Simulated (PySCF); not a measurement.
**RuO₃⁺: structure of the doublet**

The task is one start of a wider search on RuO₃⁺: the doublet, from a trigonal planar start. It is relaxed, tested by its Hessian and followed downhill if it is a saddle.

Method: PBE0, basis Ru def2-TZVP with ECP28, O def2-TZVP, scalar-relativistic core potentials, no spin–orbit coupling, density fitting; program: PySCF 2.14.0.

## (1) Starting geometry

4 atoms, charge 1, spin multiplicity 2.

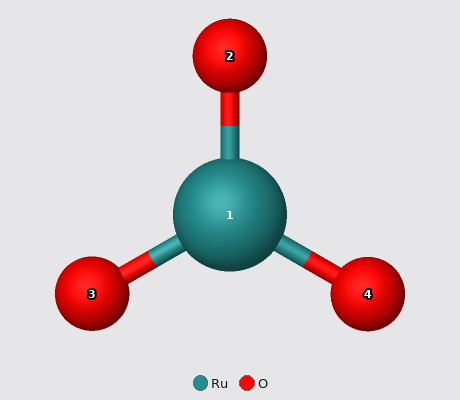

Start geometry, drawn with ruthenium teal, oxygen red; atoms are numbered from 1 in the order of the file.

Z-matrix (Å, degrees; charge 1 multiplicity 2):
```
Ru
O  1 1.6758
O  1 1.6758 2 120.00
O  1 1.6758 2 120.00 3 180.00
```

## (2) The SCF at the typed geometry

The steps below are one call of a driver around PySCF. For each, scf.py gives the equivalent set-up of the SCF; relaxations use the driver's own optimiser. After this first run the driver tries any further starts and a stability analysis.

Input file scf.py:

```python
from pyscf import gto, scf, dft
mol = gto.M(atom='''
Ru     0.000000     0.000000     0.000000
O      1.675800     0.000000     0.000000
O     -0.837900     1.451300     0.000000
O     -0.837900    -1.451300     0.000000''',
    basis={'Ru': 'def2-TZVP', 'O': 'def2-TZVP'},
    ecp={'Ru': 'def2-TZVP'},
    charge=1, spin=1)
mf = dft.UKS(mol, xc='PBE0')
mf.grids.atom_grid = (50, 194)
aux = {'Ru': 'def2-universal-JKFIT', 'O': 'def2-universal-JKFIT'}
mf = mf.density_fit(auxbasis=aux)
mf.conv_tol = 1e-08
mf.diis_space = 10
mf.max_cycle = 60
mf.init_guess = 'minao'
mf.verbose = 4
mf.kernel()
```

Started as:

```bash
> OMP_NUM_THREADS=4 python axn.py task.json out
```

The log of the run:

```text
init E= -312.562880124347
[... the frontier-level lines of each cycle are left out ...]
cycle= 1 E= -319.819699213675  delta_E= -7.26  |g|= 0.636  |ddm|= 3.15
cycle= 2 E= -318.17914149207  delta_E= 1.64  |g|= 2.26  |ddm|= 1.22
cycle= 3 E= -319.948461749847  delta_E= -1.77  |g|= 0.156  |ddm|= 0.969
cycle= 4 E= -319.956249088709  delta_E= -0.00779  |g|= 0.0332  |ddm|= 0.118
cycle= 5 E= -319.956798555728  delta_E= -0.000549  |g|= 0.00807  |ddm|= 0.0276
cycle= 6 E= -319.956885981879  delta_E= -8.74e-05  |g|= 0.00634  |ddm|= 0.0131
cycle= 7 E= -319.956905188573  delta_E= -1.92e-05  |g|= 0.00638  |ddm|= 0.00618
cycle= 8 E= -319.956958803999  delta_E= -5.36e-05  |g|= 0.0019  |ddm|= 0.00925
cycle= 9 E= -319.956989808929  delta_E= -3.1e-05  |g|= 0.00106  |ddm|= 0.0134
cycle= 10 E= -319.956992153392  delta_E= -2.34e-06  |g|= 0.000182  |ddm|= 0.00342
cycle= 11 E= -319.95699226317  delta_E= -1.1e-07  |g|= 0.000105  |ddm|= 0.000704
cycle= 12 E= -319.956992274635  delta_E= -1.15e-08  |g|= 1.97e-05  |ddm|= 0.000205
cycle= 13 E= -319.956992274931  delta_E= -2.96e-10  |g|= 5.7e-06  |ddm|= 2.53e-05
Extra cycle  E= -319.95699227495  delta_E= -1.97e-11  |g|= 6.64e-06  |ddm|= 9.05e-06
converged SCF energy = -319.95699227495  <S^2> = 0.76567412  2S+1 = 2.0156132
```

This step, with its further starts and checks, ran for 18 s (4 threads of Arm Neoverse V2, shared host).

Energies from each starting density:

```csv
start,energy (Eh)
the minimal-basis guess,-319.956992
a thermally smeared density,-319.956992
a smeared PBE density,-319.956992
```

The test of internal stability and the other starts found no lower solution of this spin.

## (3) Relaxation: trigonal planar start, doublet

The program finds D3h symmetry in the start, which this walk keeps. The walk stops when the largest gradient is under 0.0003 Eh/bohr and the energy has settled too.

Edit scf.py of step 2 so:

```diff
@@ -3,4 +3,4 @@
-Ru     0.000000     0.000000     0.000000
-O      1.675800     0.000000     0.000000
-O     -0.837900     1.451300     0.000000
-O     -0.837900    -1.451300     0.000000''',
+Ru     0.000000    -0.000000     0.000000
+O      1.675808     0.000000     0.000000
+O     -0.837904     1.451293     0.000000
+O     -0.837904    -1.451293     0.000000''',
@@ -17 +16,0 @@
-mf.init_guess = 'minao'
```

Energy and gradient, step by step:

```csv
step,energy (Eh),change (kJ/mol),largest symmetric gradient (Eh/bohr)
0,-319.956992,0.00,0.03522
1,-319.959557,-6.73,0.01765
2,-319.960233,-8.51,0.00157
3,-319.960238,-8.52,0.00007
```

The walk took 11 s.

End point (D3h, 3 steps, 8.5 kJ/mol gained): Ru–O 1.644 Å (×3); O–Ru–O 120.0° (×3).

## (4) Is it a minimum? Harmonic modes

The point is checked on the finer grid, and tightened if its gradient asks for it. The Hessian and the dipole derivatives come from central differences of analytic gradients, with steps of 0.02 bohr.

Edit scf.py of step 3 so:

```diff
@@ -3,4 +3,4 @@
-Ru     0.000000    -0.000000     0.000000
-O      1.675808     0.000000     0.000000
-O     -0.837904     1.451293     0.000000
-O     -0.837904    -1.451293     0.000000''',
+Ru    -0.000000     0.000000     0.000000
+O      1.644374    -0.000000     0.000000
+O     -0.822187     1.424070     0.000000
+O     -0.822187    -1.424070     0.000000''',
@@ -11 +11 @@
-mf.grids.atom_grid = (50, 194)
+mf.grids.atom_grid = (75, 302)
@@ -14 +14 @@
-mf.conv_tol = 1e-08
+mf.conv_tol = 1e-10
```

This SCF starts from the last density.

SCF at the final geometry:

```text
init E= -319.960226313194
[... the frontier-level lines of each cycle are left out ...]
cycle= 1 E= -319.960226313193  delta_E= 6.25e-13  |g|= 1.52e-06  |ddm|= 9.11e-07
Extra cycle  E= -319.960226313175  delta_E= 1.76e-11  |g|= 6.89e-06  |ddm|= 3.85e-06
converged SCF energy = -319.960226313175  <S^2> = 0.76111268  2S+1 = 2.011082
```

The whole step took 42 s.

Geometry: D3h; Ru–O 1.644 Å (×3); O–Ru–O 120.0° (×3).

Modes, for the most abundant isotopes:

```json
{"symmetry": "a2''", "ω (cm⁻¹)": "174i", "IR (km/mol)": "28.8"}
{"symmetry": "e'", "ω (cm⁻¹)": "323", "IR (km/mol)": "0.4"}
{"symmetry": "e'", "ω (cm⁻¹)": "1019", "IR (km/mol)": "134"}
{"symmetry": "a1'", "ω (cm⁻¹)": "1036", "IR (km/mol)": "0.0"}
```

1 mode is imaginary, the largest at 174i cm⁻¹: a saddle point, not a minimum.

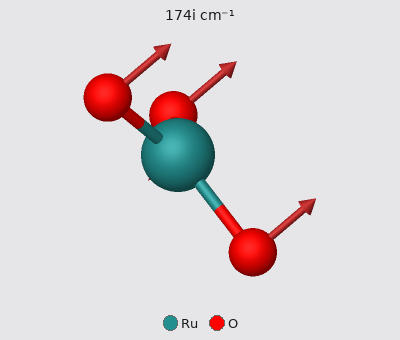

The imaginary mode, as arrows.

Constants and moments:

```
Dipole moment about the centre of mass                          : 0.00 D
Highest occupied level                                          : -17.14 eV
Lowest empty level                                              : -13.30 eV
Rotational constants                                            : 0.2598, 0.2598, 0.1299 cm⁻¹
Zero-point energy (real modes)                                  : 22.2 kJ/mol
Principal polarisabilities                                      : 21.3, 42.5, 42.5 bohr³
Principal traceless quadrupole moments about the centre of mass : -1.29, -1.29, 2.58 D Å
Spin squared ⟨S²⟩                                               : 0.761
```

Charges (e) and bond orders:

```tsv
atom	Mulliken	Löwdin	polar tensor	spin (Mulliken)	Mayer order to Ru1
Ru1	1.82	1.12	1.83	0.93	–
O2,3,4	-0.27	-0.04	-0.28	0.02	1.76
```

Outer orbital energies (eV). α occupied: -21.76, -21.62, -21.62, -18.14, -18.14, -18.00, -17.84, -17.14; empty: -12.66, -12.66, -9.27, -9.27. β occupied: -22.50, -21.32, -21.32, -20.73, -18.17, -17.95, -17.95, -17.91; empty: -13.30, -12.51, -12.51, -8.93.

Mulliken populations on Ru1 (outside its core potential): s 2.27, p 6.18, d 5.68, f 0.05.

## (5) Downhill along the imaginary mode

The atoms are moved a little along the softest imaginary mode and relaxed again.

The program finds C3v symmetry in the start, which this walk keeps. The walk stops when the largest gradient is under 0.0003 Eh/bohr and the energy has settled too.

Edit scf.py of step 4 so:

```diff
@@ -3,4 +3,4 @@
-Ru    -0.000000     0.000000     0.000000
-O      1.644374    -0.000000     0.000000
-O     -0.822187     1.424070     0.000000
-O     -0.822187    -1.424070     0.000000''',
+Ru    -0.000000     0.000000    -0.056506
+O      1.644374     0.000000     0.120000
+O     -0.822187     1.424070     0.120000
+O     -0.822187    -1.424070     0.120000''',
@@ -11 +11 @@
-mf.grids.atom_grid = (75, 302)
+mf.grids.atom_grid = (50, 194)
@@ -14 +14 @@
-mf.conv_tol = 1e-10
+mf.conv_tol = 1e-08
```

Energy and gradient, step by step:

```csv
step,energy (Eh),change (kJ/mol),largest symmetric gradient (Eh/bohr)
0,-319.961749,0.00,0.01317
1,-319.965218,-9.11,0.02204
2,-319.965528,-9.92,0.01878
3,-319.966531,-12.55,0.00118
4,-319.966533,-12.56,0.00031
5,-319.966535,-12.57,0.00005
```

The walk took 18 s.

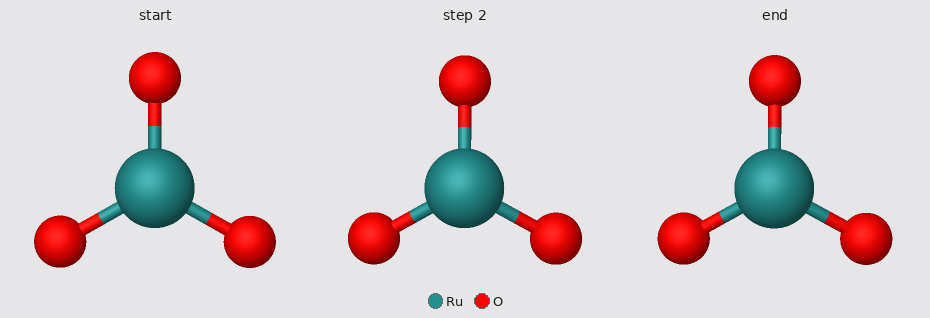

The geometry along the walk, at one scale.

After 5 steps and 12.6 kJ/mol it ends at C3v: Ru–O 1.640 Å (×3); O–Ru–O 113.4° (×3).

## (6) Hessian and properties

The same treatment as at the point before.

Edit scf.py of step 5 so:

```diff
@@ -3,4 +3,4 @@
-Ru    -0.000000     0.000000    -0.056506
-O      1.644374     0.000000     0.120000
-O     -0.822187     1.424070     0.120000
-O     -0.822187    -1.424070     0.120000''',
+Ru     0.000000     0.000000    -0.137805
+O      1.583129     0.000000     0.292588
+O     -0.791565     1.371030     0.292588
+O     -0.791565    -1.371030     0.292588''',
@@ -11 +11 @@
-mf.grids.atom_grid = (50, 194)
+mf.grids.atom_grid = (75, 302)
@@ -14 +14 @@
-mf.conv_tol = 1e-08
+mf.conv_tol = 1e-10
```

Log of the central SCF (cycles and frontier levels):

```text
init E= -319.966554214219
[... the frontier-level lines of each cycle are left out ...]
cycle= 1 E= -319.966554207268  delta_E= 6.95e-09  |g|= 0.000138  |ddm|= 7.67e-05
cycle= 2 E= -319.966554051088  delta_E= 1.56e-07  |g|= 0.000653  |ddm|= 0.000361
cycle= 3 E= -319.966554214555  delta_E= -1.63e-07  |g|= 1.09e-05  |ddm|= 0.000299
cycle= 4 E= -319.966554214598  delta_E= -4.29e-11  |g|= 1.95e-06  |ddm|= 4.69e-06
Extra cycle  E= -319.966554214598  delta_E= -2.27e-13  |g|= 4.58e-06  |ddm|= 4.32e-06
converged SCF energy = -319.966554214598  <S^2> = 0.77387224  2S+1 = 2.0237314
```

The whole step ran for 53 s (4 threads of Arm Neoverse V2, shared host).

Geometry: C3v; Ru–O 1.641 Å (×3); O–Ru–O 113.4° (×3).

Harmonic modes (main isotopes):

| symmetry | ω (cm⁻¹) | IR (km/mol) | type |
| --- | --- | --- | --- |
| a1 | 237 | 16.8 | bend |
| e | 343 | 1.1 | bend |
| e | 1028 | 122 | stretch |
| a1 | 1049 | 2.8 | stretch |

No imaginary mode, so this is a minimum.

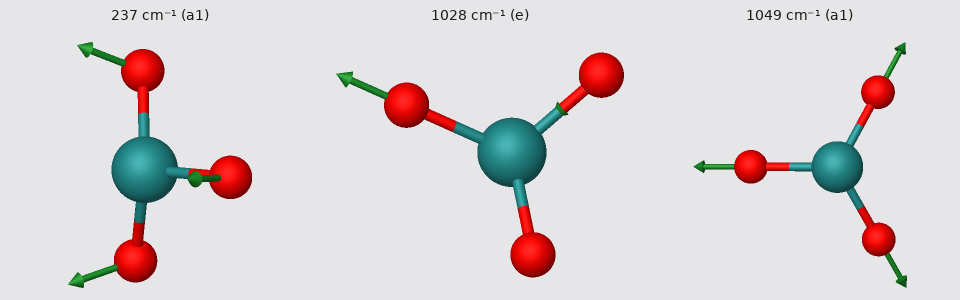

Displacements of 3 of the modes, as arrows (one member where a mode is degenerate).

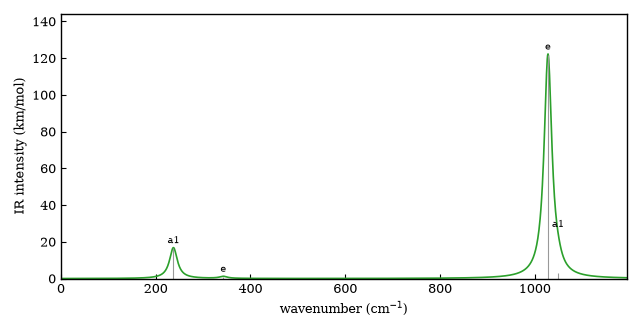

The harmonic infrared spectrum (widths in cm⁻¹). Lines are broadened to a width of 20 cm⁻¹ (Lorentzian).

Properties at this point:

| Quantity | Value |
| --- | --- |
| Dipole moment about the centre of mass | 1.88 D |
| Highest occupied level | -16.53 eV |
| Lowest empty level | -12.88 eV |
| Rotational constants | 0.2547, 0.2547, 0.1402 cm⁻¹ |
| Zero-point energy | 24.1 kJ/mol |
| Principal polarisabilities | 22.6, 41.9, 41.9 bohr³ |
| Principal traceless quadrupole moments about the centre of mass | -1.01, -1.01, 2.02 D Å |
| Entropy at 298.15 K and 1 bar (electronic part: spin only) | 289.9 J/(mol K) |
| Heat capacity Cp at 298.15 K | 58.3 J/(mol K) |
| Enthalpy at 298.15 K above 0 K | 13.43 kJ/mol |
| Rotational symmetry number | 3 |
| Spin squared ⟨S²⟩ | 0.774 |

Populations by atom (charges in e):

```tsv
atom	Mulliken	Löwdin	polar tensor	spin (Mulliken)	Mayer order to Ru1
Ru1	1.79	1.14	1.77	0.66	–
O2,3,4	-0.26	-0.05	-0.26	0.11	1.77
```

Mulliken populations on Ru1 (outside its core potential): s 2.27, p 6.23, d 5.65, f 0.05.

## (7) All stationary points

| spin | group | bonds | imaginary modes (cm⁻¹) | ΔE (kJ/mol) | with zero-point energy |
| --- | --- | --- | --- | --- | --- |
| doublet | C3v | Ru–O 1.641 Å (×3) | none | 0.0 | 0.0 |
| doublet | D3h | Ru–O 1.644 Å (×3) | 174i | 16.6 | – |

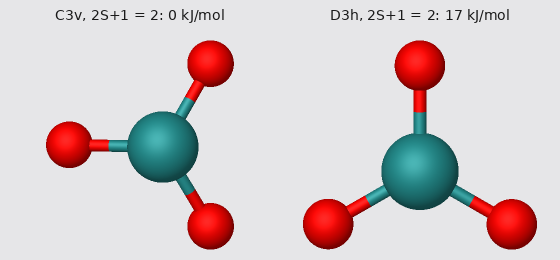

The points, lowest first (ruthenium teal, oxygen red).

## (8) Results

| quantity | value |
| --- | --- |
| minimum | doublet, C3v |
| geometry | Ru–O 1.641 Å (×3); O–Ru–O 113.4° (×3) |
| wavenumbers (cm⁻¹) | 237 (a1), 343 (e), 1028 (e), 1049 (a1) |
| dipole moment (centre of mass) | 1.88 D |
| highest occupied, lowest empty level (either spin) | -16.53, -12.88 eV |
| polar-tensor charge of Ru1 | +1.77 e |
| zero-point energy | 24.1 kJ/mol |
| entropy at 298.15 K | 289.9 J/(mol K) |
| ⟨S²⟩ | 0.774 |

From D3h at the start the molecule goes to a C3v minimum, after a stop at a saddle point 16.6 kJ/mol higher, from which it was pushed off along an imaginary mode. The strongest infrared band lies at 1028 cm⁻¹ (e, stretch). Most of the spin sits on Ru1 (Mulliken spin 0.66, against 1 for the whole molecule). Other starts or spin states, not run here, may lie lower. Open d and f shells are described by one determinant, and the ground state may have another occupation or spin.

The search up to here took 2.4 min.
